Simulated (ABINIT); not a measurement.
## SrNiF6 (R-3m): G0W0 with ABINIT, start to end

Aim: the G0W0 gap of SrNiF6 (R-3m) on LDA, step by step.

Calculated with ABINIT 10.8.3; LDA and many-body steps on it, plane waves.

### Step 1. The starting structure

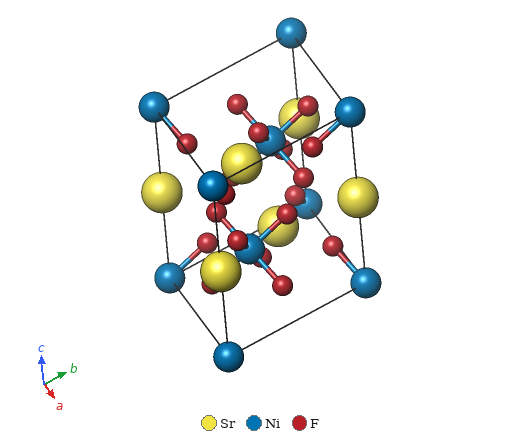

The cell as given, from a free direction (strontium yellow, nickel blue, fluorine red). This picture shows the conventional cell, with its axes. Bonds to atoms that aren't drawn are left out. Some periodic images of atoms are drawn too.

The cell and positions come from the Crystallography Open Database and are kept as given unless a step says otherwise.

### Step 2. Ground state

This step: ABINIT 10.8.3; DFT, LDA, plane waves, norm-conserving pseudopotentials.

The ground-state density comes first.

File run.abi:

```
acell 3*1.0 Angstrom
rprim 
  3.536999999979 2.042087902112 2.218666666700
  -3.536999999979 2.042087902112 2.218666666700
  -0.000000000000 -4.084175804224 2.218666666700
ntypat 3
znucl 38 28 9
natom 8
typat 1 2 3 3 3 3 3 3
xred 
  0.500000000000 0.500000000000 0.500000000000
  0.000000000000 0.000000000000 0.000000000000
  0.276000000000 0.916000000000 0.276000000000
  0.276000000000 0.276000000000 0.916000000000
  0.916000000000 0.276000000000 0.276000000000
  0.724000000000 0.084000000000 0.724000000000
  0.084000000000 0.724000000000 0.724000000000
  0.724000000000 0.724000000000 0.084000000000
pp_dirpath "pseudos"
pseudos "Sr.upf, Ni.upf, F.upf"
ecut 45
ngkpt 4 4 4
nshiftk 1
shiftk 0 0 0
kptopt 1
chksymbreak 0
nband 43
occopt 1
tolvrs 1e-10
nstep 60
prtwf 0
optforces 0
optstress 0
indata_prefix "in"
outdata_prefix "out"
tmpdata_prefix "tmp"
```

Started as:

```
> OMP_NUM_THREADS=1 mpirun -n 4 abinit run.abi > log
```

Numbers of over 12 decimals in the logs are rounded to 6 here.

What it wrote:

```text
.Version 10.8.3 of ABINIT. v10.8.2 released Aug 2026.

 Symmetries : space group R-3 m (#166); Bravais hR (rhombohedral)
================================================================================
 Values of the parameters that define the memory need of the present run
     intxc =       0    ionmov =       0      iscf =       7    lmnmax =       6
     lnmax =       6     mgfft =      54  mpssoang =       3    mqgrid =    3001
     natom =       8  nloc_mem =       1    nspden =       1   nspinor =       1
    nsppol =       1      nsym =      12    n1xccc =    2501    ntypat =       3
    occopt =       1   xclevel =       1
-    mband =          43        mffmem =           1         mkmem =           4
       mpw =        9359          nfft =      157464          nkpt =          13
================================================================================
  Rough estimation (10% accuracy) of disk space for files :
================================================================================

--------------------------------------------------------------------------------
------------- Echo of variables that govern the present computation ------------
--------------------------------------------------------------------------------
 -outvars: echo values of preprocessed input variables --------
            acell      1.8897261259E+00  1.8897261259E+00  1.8897261259E+00 Bohr

      chksymbreak           0
             ecut      4.50000000E+01 Hartree
-          fftalg         312

              ixc       -1012
              kpt      0.00000000E+00  0.00000000E+00  0.00000000E+00
                       2.50000000E-01  0.00000000E+00  0.00000000E+00
                       5.00000000E-01  0.00000000E+00  0.00000000E+00
                       2.50000000E-01  2.50000000E-01  0.00000000E+00
                       5.00000000E-01  2.50000000E-01  0.00000000E+00
                      -2.50000000E-01  2.50000000E-01  0.00000000E+00
                       5.00000000E-01  5.00000000E-01  0.00000000E+00
                       2.50000000E-01  2.50000000E-01  2.50000000E-01
                       5.00000000E-01  2.50000000E-01  2.50000000E-01
                      -2.50000000E-01  2.50000000E-01  2.50000000E-01
                       5.00000000E-01  5.00000000E-01  2.50000000E-01
[...]
kptrlatt        4    0    0      0    4    0      0    0    4
          kptrlen      3.51330317E+01
P           mkmem           4
            natom           8
            nband          43
            ngfft          54      54      54
             nkpt          13
            nstep          60
             nsym          12
           ntypat           3
              occ      2.000000  2.000000  2.000000  2.000000  2.000000  2.000000
                       2.000000  2.000000  2.000000  2.000000  2.000000  2.000000
                       2.000000  2.000000  2.000000  2.000000  2.000000  2.000000
                       2.000000  2.000000  2.000000  2.000000  2.000000  2.000000
                       2.000000  2.000000  2.000000  2.000000  2.000000  2.000000
                       2.000000  2.000000  2.000000  2.000000  2.000000  0.000000
                       0.000000  0.000000  0.000000  0.000000  0.000000  0.000000
                       0.000000
        optforces           0
        optstress           0
            prtwf           0
            rprim      3.5370000000E+00  2.0420879021E+00  2.2186666667E+00
[...]
spgroup         166

           tolvrs      1.00000000E-10

             xred      5.0000000000E-01  5.0000000000E-01  5.0000000000E-01
[...]
znucl       38.00000   28.00000    9.00000

================================================================================

 chkinp: Checking input parameters for consistency.

================================================================================
== DATASET  1 ==================================================================
-   mpi_nproc: 4, omp_nthreads: 1 (-1 if OMP is not activated)

--- !DatasetInfo
iteration_state: {dtset: 1, }
dimensions: {natom: 8, nkpt: 13, mband: 43, nsppol: 1, nspinor: 1, nspden: 1, mpw: 9359, }
cutoff_energies: {ecut:  45.0, pawecutdg:  -1.0, }
electrons: {nelect:   7.00000000E+01, charge:   0.00000000E+00, occopt:   1.00000000E+00, tsmear:   1.00000000E-02, }

 Real(R)+Recip(G) space primitive vectors, cartesian coordinates (Bohr,Bohr^-1):
 R(1)=  6.6839613  3.8589869  4.1926724  G(1)=  0.0748059  0.0431892  0.0795038
 R(2)= -6.6839613  3.8589869  4.1926724  G(2)= -0.0748059  0.0431892  0.0795038
 R(3)=  0.0000000 -7.7179737  4.1926724  G(3)=  0.0000000 -0.0863785  0.0795038
 Unit cell volume ucvol=  6.4885761E+02 bohr^3
 Angles (23,13,12)=  9.91029000E+01  9.91029000E+01  9.91029000E+01 degrees

 getcut: wavevector=  0.0000  0.0000  0.0000  ngfft=  54  54  54
         ecut(hartree)=     45.000   => boxcut(ratio)=   2.03621

--- Pseudopotential description ------------------------------------------------
- Sr Generated using ONCVPSP code by D. R. Hamann
- 38.00000  10.00000  180309                  znucl, zion, pspdat
12 -1012 2 -1 1812                            pspcod,pspxc,lmax,lloc,mmax
     nproj     2     2     2
  pspatm : epsatm=   12.22067766
         --- l  ekb(1:nproj) -->
[...]
-  9.00000   7.00000  201202                  znucl, zion, pspdat
12 -1012 2 -1 824                             pspcod,pspxc,lmax,lloc,mmax
     nproj     2     2     1
  pspatm : epsatm=    4.94580260
         --- l  ekb(1:nproj) -->
[...]
2   -2.364936
 pspatm: atomic psp has been read  and splines computed

   4.31006124E+03                                ecore*ucvol(ha*bohr**3)
--------------------------------------------------------------------------------

_setup2: Arith. and geom. avg. npw (full set) are    9353.016    9353.011

================================================================================

--- !BeginCycle
iteration_state: {dtset: 1, }
solver: {iscf: 7, nstep: 60, nline: 4, wfoptalg: 0, }
tolerances: {tolvrs: 1.00E-10, }

     iter   Etot(hartree)      deltaE(h)  residm     vres2
 ETOT  1  -346.33774458611    -3.463E+02 2.630E-01 1.198E+04
 ETOT  2  -342.31389075457     4.024E+00 9.431E-02 4.197E+04
 ETOT  3  -348.47207303780    -6.158E+00 5.765E-02 6.836E+03
 ETOT  4  -349.32688952611    -8.548E-01 9.192E-02 1.744E+03
 ETOT  5  -349.48914753883    -1.623E-01 9.508E-03 6.961E+02
 ETOT  6  -349.56714863888    -7.800E-02 2.416E-03 1.838E+02
 ETOT  7  -349.59392079804    -2.677E-02 5.924E-04 1.151E+01
 ETOT  8  -349.59557367729    -1.653E-03 7.614E-04 1.489E-02
 ETOT  9  -349.59557051384     3.163E-06 4.925E-04 5.786E-02
 ETOT 10  -349.59557902637    -8.513E-06 5.030E-04 4.182E-05
 ETOT 11  -349.59557903435    -7.978E-09 2.813E-04 6.579E-06
 ETOT 12  -349.59557903527    -9.246E-10 2.528E-04 6.089E-07
 ETOT 13  -349.59557903539    -1.195E-10 1.281E-04 2.461E-08
 ETOT 14  -349.59557903541    -1.563E-11 1.081E-04 4.341E-10
 ETOT 15  -349.59557903541     1.137E-13 5.227E-05 9.189E-12

 At SCF step   15       vres2   =  9.19E-12 < tolvrs=  1.00E-10 =>converged.

--- !ResultsGS
iteration_state: {dtset: 1, }
comment   : Summary of ground state results
lattice_vectors:
- [  6.6839613,   3.8589869,   4.1926724, ]
- [ -6.6839613,   3.8589869,   4.1926724, ]
- [ -0.0000000,  -7.7179737,   4.1926724, ]
lattice_lengths: [   8.78326,    8.78326,    8.78326, ]
lattice_angles: [ 99.103,  99.103,  99.103, ] # degrees, (23, 13, 12)
lattice_volume:   6.4885761E+02
convergence: {deltae:  1.137E-13, res2:  9.189E-12, residm:  5.227E-05, diffor:  0.000E+00, }
etotal    :  -3.49595579E+02
entropy   :   0.00000000E+00
fermie    :   5.23884454E-02
cartesian_stress_tensor: null
pressure_GPa: null
xred      :
- [  5.0000E-01,   5.0000E-01,   5.0000E-01, Sr]
- [  0.0000E+00,   0.0000E+00,   0.0000E+00, Ni]
- [  2.7600E-01,   9.1600E-01,   2.7600E-01,  F]
- [  2.7600E-01,   2.7600E-01,   9.1600E-01,  F]
- [  9.1600E-01,   2.7600E-01,   2.7600E-01,  F]
- [  7.2400E-01,   8.4000E-02,   7.2400E-01,  F]
- [  8.4000E-02,   7.2400E-01,   7.2400E-01,  F]
- [  7.2400E-01,   7.2400E-01,   8.4000E-02,  F]
cartesian_forces: null
force_length_stats: {min: null, max: null, mean: null, }

 Integrated electronic density in atomic spheres:
 ------------------------------------------------
 Atom  Sphere_radius  Integrated_density
[...]
================================================================================

 ----iterations are completed or convergence reached----

 Mean square residual over all n,k,spin=   22.408E-08; max=  52.267E-06
 reduced coordinates (array xred) for    8 atoms
[...]
0.916000000000      0.276000000000      0.276000000000
       0.724000000000      0.084000000000      0.724000000000
       0.084000000000      0.724000000000      0.724000000000
       0.724000000000      0.724000000000      0.084000000000
 rms dE/dt=  0.0000E+00; max dE/dt=  0.0000E+00; dE/dt below (all hartree)
    1       0.000000000000      0.000000000000      0.000000000000
    2       0.000000000000      0.000000000000      0.000000000000
    3       0.000000000000      0.000000000000      0.000000000000
    4       0.000000000000      0.000000000000      0.000000000000
    5       0.000000000000      0.000000000000      0.000000000000
    6       0.000000000000      0.000000000000      0.000000000000
    7       0.000000000000      0.000000000000      0.000000000000
    8       0.000000000000      0.000000000000      0.000000000000

 cartesian coordinates (angstrom) at end:
    1      0.000000     0.000000     3.328000
    2      0.000000     0.000000     0.000000
    3     -2.263680     1.306936     3.257003
    4      0.000000    -2.613873     3.257003
    5      2.263680     1.306936     3.257003
    6      2.263680    -1.306936     3.398997
    7     -2.263680    -1.306936     3.398997
    8      0.000000     2.613873     3.398997
 length scales=  1.889726125908  1.889726125908  1.889726125908 bohr
              =  1.000000000000  1.000000000000  1.000000000000 angstroms
 prteigrs : about to open file out_EIG
 Fermi (or HOMO) energy (hartree) =   0.05239   Average Vxc (hartree)=  -0.40643
 Eigenvalues (hartree) for nkpt=  13  k points:
 kpt#   1, nband= 43, wtk=  0.01563, kpt=  0.0000  0.0000  0.0000 (reduced coord)
  -3.75722   -2.31507   -2.31505   -2.31505   -1.09766   -0.73924   -0.70270   -0.70270
  -0.70042   -0.70042   -0.69922   -0.43732   -0.43732   -0.43544   -0.15621   -0.14762
  -0.14762   -0.10423   -0.10423   -0.09928   -0.07046   -0.06909   -0.06909   -0.04108
  -0.02467   -0.02467   -0.00721   -0.00721    0.00296    0.01478    0.01478    0.03087
   0.03087    0.03456    0.03851    0.08884    0.08884    0.32579    0.41504    0.41504
   0.42392    0.42392    0.44130
 prteigrs : prtvol=0 or 1, do not print more k-points.

--- !EnergyTerms
iteration_state     : {dtset: 1, }
comment             : Components of total free energy in Hartree
kinetic             :  1.83715640562497E+02
hartree             :  1.29137864605177E+02
xc                  : -6.16594287673251E+01
Ewald energy        : -1.93609916526161E+02
psp_core            :  6.64253785529101E+00
local_psp           : -3.76435267769328E+02
non_local_psp       : -3.73870089955597E+01
total_energy        : -3.49595579035409E+02
total_energy_eV     : -9.51298033101989E+03
band_energy         : -3.65485898834023E+01

== END DATASET(S) ==============================================================
================================================================================

 -outvars: echo values of variables after computation  --------
           etotal     -3.4959557904E+02
            nband          43
             nkpt          13
          spgroup         166
 [... the other variables as echoed above ...]

 Calculation completed.
```

Elapsed: 2.8 min, on 4 MPI ranks of Arm Neoverse N1, shared host; peak memory 0.47 GiB.

This step gave:

```
total energy               : -9512.9803 eV
gap                        : 0.9919 eV
k of the valence top       : 0.5, 0.5, 0
k of the conduction bottom : 0, 0, 0
least direct gap           : 0.9984 eV
```

The gap is indirect, with the least direct gap 0.007 eV higher.

(Continued in part 2 of 3.)

[Paths, hosts, dates, memory and timing lines, banners, echoed tables and standing remarks are left out of the program output.]

[Logs are printed without paths, hosts, clocks, repeated set-up lines and the standing remarks that a program may print on its own settings, such as how far it seeks lower states.]

[Runs of the session that timed out or met a known fault of the program may be left out.]

[Hosts, paths, dates, database ids (printed as entryN), source tags and the programs' standing remarks are cut or masked in the printed files.]

[G0W0 gaps are taken among the corrected bands and points alone; a level outside them can change the order at an edge.]

[Where Ansatz stands beside ABINIT at settings called matched, ABINIT's density can come from a denser mesh and the files from another edition; pairs whose starting gaps differed by over 0.03 eV were left out, so agreement reads better than it is.]
